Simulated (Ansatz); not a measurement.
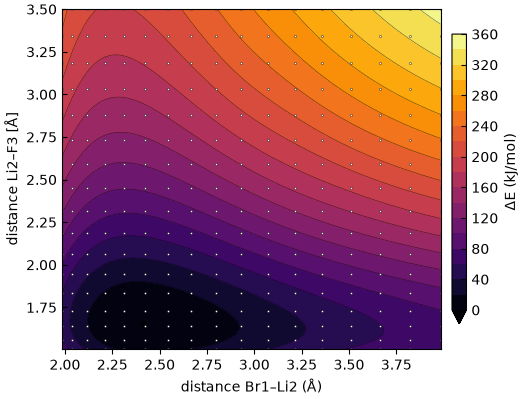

Energy landscape of the system Br⁻ + LiF. Coordinates scanned: (1) distance Br1–Li2; (2) distance Li2–F3. Nothing is relaxed (the angle Br1–Li2–F3 is fixed at 120 degrees). The scan uses a 17 × 17 grid. Energies are in kJ/mol, from the lowest grid point. All numbers below come from Ansatz 0.2.0, RKS PBE0-D4/def2-SVPD.

Drawn: filled contours, dots at the grid points. Between grid points the surface is interpolated. 

Q: Describe this landscape.

A: The lowest grid point is at distance Br1–Li2 = 2.425 Å, distance Li2–F3 = 1.638 Å. It is the only kind of minimum in the scanned range. The highest grid point, distance Br1–Li2 = 3.984 Å, distance Li2–F3 = 3.504 Å, lies 348 kJ/mol above the lowest.

Grid values (kJ/mol):

```csv
"distance Li2–F3 ↓, distance Br1–Li2 →",2.038,2.211,2.425,2.667,2.931,3.213,3.511,3.823
3.504,215,198,204,225,254,282,311,337
3.185,196,177,182,201,228,254,281,306
2.880,171,152,154,172,197,221,246,269
2.590,142,121,121,137,161,184,205,227
2.316,108,85,83,97,118,141,161,180
2.063,73,48,44,55,74,94,114,131
1.834,45,18,12,20,37,55,72,88
1.638,38,9,0,6,20,37,52,66
1.504,55,25,15,20,32,47,62,74
```

The table holds every second grid line.

The input of one point:

```yaml
crystal:
  periodic: [false, false, false]
  atoms:
    - { symbol: Br, position_ang: [-2.425, 0.0, 0.0] }
    - { symbol: Li, position_ang: [0.0, 0.0, 0.0] }
    - { symbol: F, position_ang: [0.819, 1.41855, 0.0] }
total_charge: -1
basis:
  gaussian: { orbitals: def2-SVPD }
hamiltonian:
  xc: pbe0
  dispersion: d4
output:
  forces: true
```

Each point was launched as `ansatz run input.yaml --threads 1 --pin off --max-ram 2560MiB --backend cpu --events-out ev --progress --plain --runs-dir out`. Time for the 289 points that were run: 11 min on 1 thread of Arm Neoverse V2, on a shared host.
